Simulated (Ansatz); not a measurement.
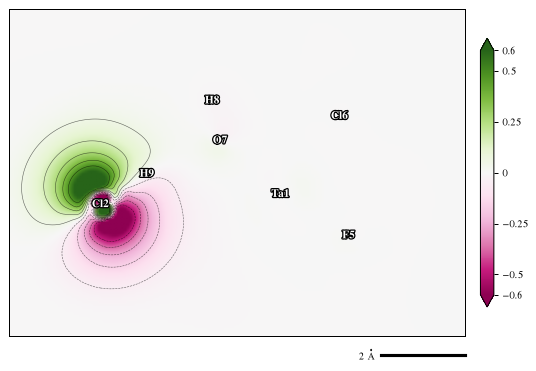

Figure 1: Cl₃FHOTa···HCl. The HOMO−1 on the plane of atoms Cl6, Ta1 and O7 (values in Å⁻³ᐟ²; the overall sign is arbitrary).

Core potentials replace the inner electrons of Ta.

Level of theory: RKS PBE/def2-SVP (Ansatz 0.2.0).

```xyz
9

Ta   -0.5377   -0.2666    0.1719
Cl    3.7217   -0.6772    0.6149
Cl    0.1246    0.9243    2.0220
Cl    0.4683    0.2876   -1.8187
F    -1.9633    0.9399   -0.1578
Cl   -2.2297   -1.8713    0.2843
O     0.6686   -1.7305    0.5197
H     0.7078   -2.6889    0.6820
H     2.5287   -1.2178    0.6007
```

Describe this orbital and give its energy.

Answer. Its weight (Hirshfeld) is mainly on Cl2 (about 95 %); largely a lone pair of Cl2. Its energy is −7.22 eV.
